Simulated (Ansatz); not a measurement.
# C3H7NSi: two geometries relaxed

Aim: relax the geometries before and after the shift of H9 from Si4 to C3, and see whether they are two minima and how far apart in energy. SMILES of the start: CC#C[SiH2]N.

Program: Ansatz 0.2.0. Level of theory: RKS r2SCAN/def2-SVP. These are calculated values, not measurements.

**1. Starting point**

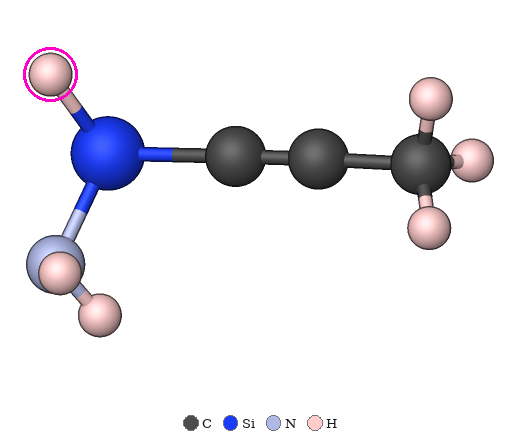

The starting structure, seen from a chosen angle (carbon dark grey, silicon blue, nitrogen light blue, hydrogen pink). Ringed: H9.

As a file:

```xyz
12

C    -0.9536   -1.5438    2.0106
C    -0.4210   -0.5466    1.0560
C     0.0304    0.2431    0.2708
Si    0.8803    1.4609   -0.9308
N     0.7183    0.7410   -2.4912
H    -1.4572   -2.3243    1.4660
H    -0.2116   -1.8943    2.6778
H    -1.7385   -1.0044    2.5993
H     0.0410    2.7275   -0.9357
H     2.2380    1.6947   -0.6205
H     1.1892   -0.1453   -2.4215
H    -0.2384    0.5363   -2.6469
```

**2. End point A**

The input, input.yaml:

```yaml
crystal:
  periodic: [false, false, false]
  atoms:
    - { symbol: C, position_ang: [-0.9536, -1.5438, 2.0106] }
    - { symbol: C, position_ang: [-0.421, -0.5466, 1.056] }
    - { symbol: C, position_ang: [0.0304, 0.2431, 0.2708] }
    - { symbol: Si, position_ang: [0.8803, 1.4609, -0.9308] }
    - { symbol: "N", position_ang: [0.7183, 0.741, -2.4912] }
    - { symbol: H, position_ang: [-1.4572, -2.3243, 1.466] }
    - { symbol: H, position_ang: [-0.2116, -1.8943, 2.6778] }
    - { symbol: H, position_ang: [-1.7385, -1.0044, 2.5993] }
    - { symbol: H, position_ang: [0.041, 2.7275, -0.9357] }
    - { symbol: H, position_ang: [2.238, 1.6947, -0.6205] }
    - { symbol: H, position_ang: [1.1892, -0.1453, -2.4215] }
    - { symbol: H, position_ang: [-0.2384, 0.5363, -2.6469] }
basis:
  gaussian: { orbitals: def2-SVP }
hamiltonian:
  xc: r2scan
relax:
  f_tol: 0.02
  max_steps: 50
```

Started as:

```
$ ansatz run input.yaml --threads 2 --pin off --max-ram 3072MiB --backend cpu --events-out ev --progress --plain --runs-dir out
```

What it wrote (excerpt; [...] marks lines left out):

```text
Warning: RAYON_NUM_THREADS=2 ignored (pool sized by the plan → 2); use --threads N
[...]
Functional definition: r2SCAN
[...]
1248 factors; their error is unknown
[...]
mean field -12581.94017813 eV, -462.3777732011 hartree, gradient 2.0e-5 eV, S^2 0.000000; 0 other end points of the search recorded, 0 dependent functions left out
[...]
reference -12581.94018917 eV, -462.3777736066 hartree; 23, 23 occupied and 86, 86 virtual orbitals, 1248 factors
relax step   1: F+E_penalty+E_count = -12581.94017813 eV  Δ(F+E_penalty+E_count) = +0.000e0 eV  max|allowed force component| = 3.072e0 eV/Å  Δτ_max = 0.0000 Å  (28 SCF iters, accepted)
[...]
relax step   7: F+E_penalty+E_count = -12582.38040607 eV  Δ(F+E_penalty+E_count) = -9.030e-4 eV  max|allowed force component| = 1.234e-2 eV/Å  Δτ_max = 0.0347 Å  (31 SCF iters, accepted)
[...]
relax step   8: F+E_penalty+E_count = -12582.38050507 eV  Δ(F+E_penalty+E_count) = -9.900e-5 eV  max|allowed force component| = 1.882e-2 eV/Å  Δτ_max = 0.0216 Å  (32 SCF iters, accepted)
1248 factors; their error is unknown
mean field -12582.38050507 eV, -462.3939549175 hartree, gradient 7.5e-6 eV, S^2 0.000000; 1 other end points of the search recorded, 0 dependent functions left out
[...]
reference -12582.38051651 eV, -462.3939553381 hartree; 23, 23 occupied and 86, 86 virtual orbitals, 1248 factors
Total energy: -12582.38051651 eV, -462.3939553381 hartree
Atom 0 at    -0.998314    -1.497822     2.105840 Å, force     0.000309     0.002521    -0.009080 eV/Å
Atom 1 at    -0.426563    -0.573570     1.144005 Å, force     0.001071     0.007065     0.014846 eV/Å
Atom 2 at     0.057856     0.213993     0.339644 Å, force    -0.003739    -0.015070    -0.018815 eV/Å
Atom 3 at     0.772804     1.355434    -0.911204 Å, force     0.002757     0.018686     0.016300 eV/Å
Atom 4 at     0.755621     0.789372    -2.550157 Å, force    -0.003642    -0.012834    -0.007905 eV/Å
Atom 5 at    -1.484773    -2.348051     1.600251 Å, force    -0.000660    -0.001134     0.000328 eV/Å
Atom 6 at    -0.224004    -1.904940     2.776403 Å, force     0.000085     0.001068     0.001272 eV/Å
Atom 7 at    -1.758012    -1.001054     2.731290 Å, force     0.001954    -0.000764     0.000225 eV/Å
Atom 8 at    -0.009457     2.624320    -0.869625 Å, force    -0.004516    -0.001406    -0.002819 eV/Å
Atom 9 at     2.194952     1.605385    -0.539066 Å, force     0.004091    -0.005590    -0.001945 eV/Å
Atom 10 at     1.343349    -0.006938    -2.784621 Å, force    -0.009652     0.009157     0.001894 eV/Å
Atom 11 at    -0.146559     0.688671    -3.008861 Å, force     0.011941    -0.001699     0.005699 eV/Å
Dipole moment:    -0.217253    -0.451563     0.048952 e Å
```

Run time: 29 s. Hardware: 2 threads of Arm Neoverse V1, shared host; peak memory 0.16 GiB.

Step by step:

```csv
step,energy from step 1 (eV),largest force component (eV/Å)
1,0.0000,3.0722
2,-0.3561,1.0430
3x,-0.3154,1.8129
4,-0.4095,0.1467
5,-0.4285,0.2676
6,-0.4393,0.0502
7,-0.4402,0.0123
8,-0.4403,0.0188
```

Step 1 is the start. 1 step was tried and not accepted (marked x).

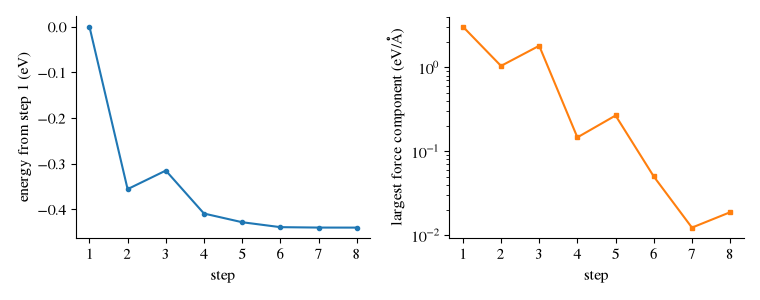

How energy and force went from step to step.

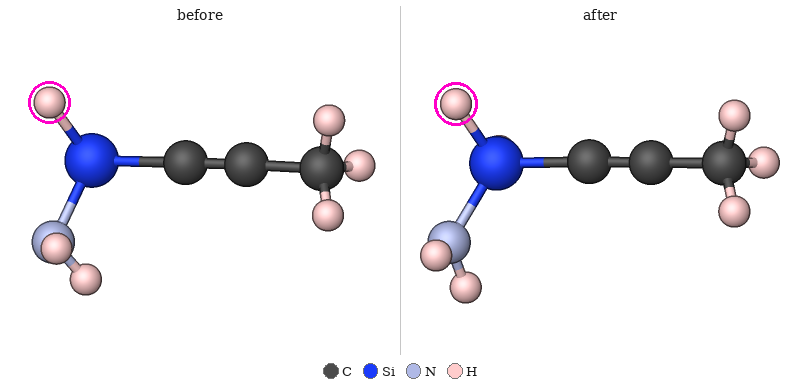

Before and after, at one scale.

After: Bond lengths: C1–C2 1.451 Å, C2–C3 1.226 Å, C3–Si4 1.838 Å, Si4–N5 1.734 Å, C1–H6 1.102 Å, C1–H7 1.102 Å, C1–H8 1.102 Å, Si4–H9 1.491 Å, Si4–H10 1.491 Å, N5–H11 1.017 Å, N5–H12 1.017 Å. Angles (14 of 17 angles, heavy atoms first): C1–C2–C3 179.5°, C2–C3–Si4 178.1°, C3–Si4–N5 115.9°, C2–C1–H6 111.2°, C2–C1–H7 111.2°, C2–C1–H8 111.1°, C3–Si4–H9 107.8°, C3–Si4–H10 107.8°, N5–Si4–H9 107.4°, N5–Si4–H10 107.5°, Si4–N5–H11 117.9°, Si4–N5–H12 117.9°, H6–C1–H7 107.7°, H6–C1–H8 107.7°.

**3. End point B**

The second end starts from a geometry with the move made by hand.

Changes to input.yaml since step 2:

```diff
@@ -11,3 +11,3 @@
     - { symbol: H, position_ang: [-1.7385, -1.0044, 2.5993] }
-    - { symbol: H, position_ang: [0.041, 2.7275, -0.9357] }
+    - { symbol: H, position_ang: [-0.74804, 0.85012, -0.19143] }
     - { symbol: H, position_ang: [2.238, 1.6947, -0.6205] }
@@ -22 +22,3 @@
   max_steps: 50
+output:
+  orbitals: {}
```

Started as:

```
$ ansatz run input.yaml --threads 2 --pin off --max-ram 3072MiB --backend cpu --events-out ev --progress --plain --runs-dir out
```

What it wrote (excerpt; [...] marks lines left out):

```text
Warning: RAYON_NUM_THREADS=2 ignored (pool sized by the plan → 2); use --threads N
[...]
Functional definition: r2SCAN
[...]
1248 factors; their error is unknown
[...]
mean field -12578.10828982 eV, -462.2369539031 hartree, gradient 6.5e-5 eV, S^2 0.000000; 1 other end points of the search recorded, 0 dependent functions left out
[...]
reference -12578.10830077 eV, -462.2369543054 hartree; 23, 23 occupied and 86, 86 virtual orbitals, 1248 factors
relax step   1: F+E_penalty+E_count = -12578.10828982 eV  Δ(F+E_penalty+E_count) = +0.000e0 eV  max|allowed force component| = 4.969e0 eV/Å  Δτ_max = 0.0000 Å  (47 SCF iters, accepted)
[...]
relax step   4: F+E_penalty+E_count = -12579.57423904 eV  Δ(F+E_penalty+E_count) = -2.433e-1 eV  max|allowed force component| = 1.076e0 eV/Å  Δτ_max = 0.1948 Å  (39 SCF iters, accepted)
[...]
relax step   7: F+E_penalty+E_count = -12581.36808216 eV  Δ(F+E_penalty+E_count) = -6.632e-1 eV  max|allowed force component| = 1.708e0 eV/Å  Δτ_max = 0.1995 Å  (31 SCF iters, accepted)
[...]
relax step  10: F+E_penalty+E_count = -12582.20180302 eV  Δ(F+E_penalty+E_count) = -1.311e-1 eV  max|allowed force component| = 3.383e-1 eV/Å  Δτ_max = 0.2000 Å  (30 SCF iters, accepted)
[...]
relax step  12: F+E_penalty+E_count = -12582.33384782 eV  Δ(F+E_penalty+E_count) = -5.267e-2 eV  max|allowed force component| = 1.752e-1 eV/Å  Δτ_max = 0.2000 Å  (29 SCF iters, accepted)
[...]
relax step  13: F+E_penalty+E_count = -12582.35971626 eV  Δ(F+E_penalty+E_count) = -2.587e-2 eV  max|allowed force component| = 2.000e-1 eV/Å  Δτ_max = 0.2000 Å  (36 SCF iters, accepted)
[...]
1248 factors; their error is unknown
mean field -12582.32256319 eV, -462.3918255928 hartree, gradient 2.3e-5 eV, S^2 0.000000; 0 other end points of the search recorded, 0 dependent functions left out
```

**4. The log goes on: end point B relaxed**

The log, continued (excerpt; [...] marks lines left out):

```text
[...]
reference -12582.32257477 eV, -462.3918260181 hartree; 23, 23 occupied and 86, 86 virtual orbitals, 1248 factors
relax step  14: F+E_penalty+E_count = -12582.32256319 eV  Δ(F+E_penalty+E_count) = +3.715e-2 eV  max|allowed force component| = 1.259e0 eV/Å  Δτ_max = 0.1951 Å  (29 SCF iters, rejected (line search))
[...]
relax step  20: F+E_penalty+E_count = -12582.37998353 eV  Δ(F+E_penalty+E_count) = +5.434e-4 eV  max|allowed force component| = 1.847e-1 eV/Å  Δτ_max = 0.0081 Å  (32 SCF iters, rejected (line search))
[...]
relax step  21: F+E_penalty+E_count = -12582.38058951 eV  Δ(F+E_penalty+E_count) = -6.258e-5 eV  max|allowed force component| = 1.624e-3 eV/Å  Δτ_max = 0.0029 Å  (23 SCF iters, accepted)
1248 factors; their error is unknown
[...]
Atom 2 at    -0.030405     0.055349     0.395182 Å, force     0.000143    -0.000342    -0.000187 eV/Å
Atom 3 at     0.625194     1.244489    -0.843495 Å, force     0.000787     0.001624     0.000854 eV/Å
Atom 4 at     0.672613     0.678391    -2.482094 Å, force    -0.000599    -0.000052     0.000165 eV/Å
Atom 5 at    -1.386992    -2.608569     1.655360 Å, force     0.000064     0.000062     0.000021 eV/Å
Atom 6 at    -0.205958    -2.041393     2.860770 Å, force    -0.000149    -0.000102     0.000104 eV/Å
Atom 7 at    -1.809339    -1.274020     2.755010 Å, force    -0.000093     0.000095    -0.000234 eV/Å
Atom 8 at    -0.243099     2.456582    -0.815249 Å, force     0.000609    -0.000844    -0.000092 eV/Å
Atom 9 at     2.022070     1.587793    -0.450075 Å, force    -0.000912     0.000128    -0.000373 eV/Å
Atom 10 at     1.318814    -0.074128    -2.705869 Å, force     0.000082    -0.000521    -0.000209 eV/Å
Atom 11 at    -0.213154     0.511558    -2.952774 Å, force     0.000012    -0.000035    -0.000170 eV/Å
Dipole moment:    -0.185329    -0.462763     0.050491 e Å
```

It took 73 s on 2 threads of Arm Neoverse V1, shared host; peak memory 0.16 GiB.

The steps of the relaxation:

```csv
step,energy from step 1 (eV),largest force component (eV/Å)
1,0.0000,4.9692
2,-0.9024,1.2955
3,-1.2227,1.0792
4,-1.4659,1.0759
5,-1.8771,1.6512
6,-2.5966,1.8401
7,-3.2598,1.7079
8,-3.7067,1.2919
9,-3.9624,0.5578
10,-4.0935,0.3383
11,-4.1729,0.1949
12,-4.2256,0.1752
13,-4.2514,0.2000
14x,-4.2143,1.2588
15,-4.2674,0.0816
16,-4.2715,0.0738
17x,-4.2560,0.9882
18,-4.2721,0.0176
19,-4.2722,0.0394
20x,-4.2717,0.1847
21,-4.2723,0.0016
```

Step 1 is the start. 3 steps were tried and not accepted (marked x).

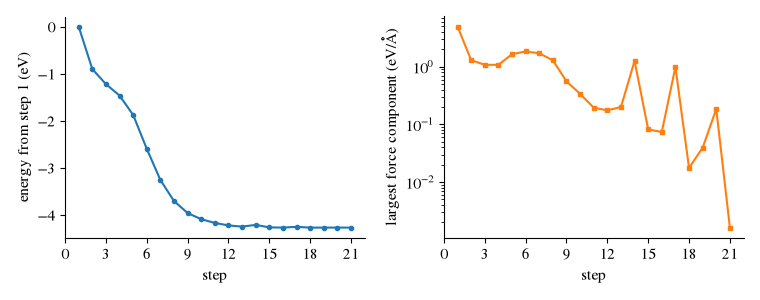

Energy and largest force along the relaxation.

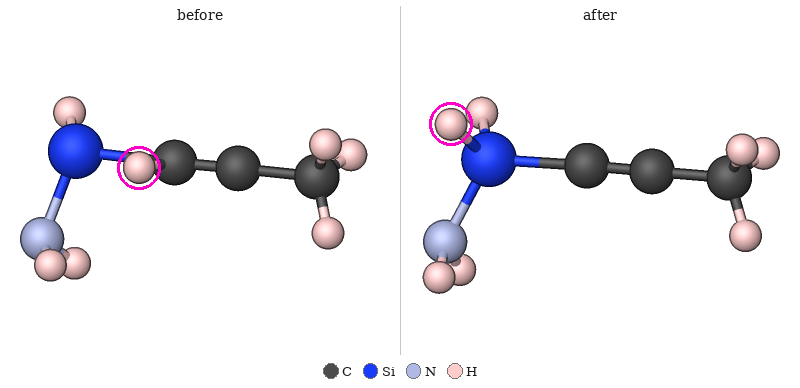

The structure before (left) and after (right), drawn at the same scale.

After: Bond lengths: C1–C2 1.451 Å, C2–C3 1.225 Å, C3–Si4 1.838 Å, Si4–N5 1.734 Å, C1–H6 1.102 Å, C1–H7 1.102 Å, C1–H8 1.102 Å, Si4–H9 1.491 Å, Si4–H10 1.491 Å, N5–H11 1.017 Å, N5–H12 1.017 Å. Angles (14 of 17 angles, heavy atoms first): C1–C2–C3 179.7°, C2–C3–Si4 178.7°, C3–Si4–N5 115.8°, C2–C1–H6 111.2°, C2–C1–H7 111.2°, C2–C1–H8 111.2°, C3–Si4–H9 107.8°, C3–Si4–H10 107.8°, N5–Si4–H9 107.4°, N5–Si4–H10 107.4°, Si4–N5–H11 117.8°, Si4–N5–H12 117.8°, H6–C1–H7 107.7°, H6–C1–H8 107.7°.

Pairs that crossed the distance rule for bonds on the way: came closer Si4–H9; moved apart C3–H9.

**5. What came out**

| quantity | value |
| --- | --- |
| end A | 6 moves, 0.440 eV lower |
| end B | 17 moves, 4.272 eV lower |
| largest difference between the ends | 0.03 Å |
| end B relative to end A | -0.000 eV |

What this shows: The two relaxations end at one structure, within 0.03 Å: no second minimum was found from this start, which doesn't rule one out.
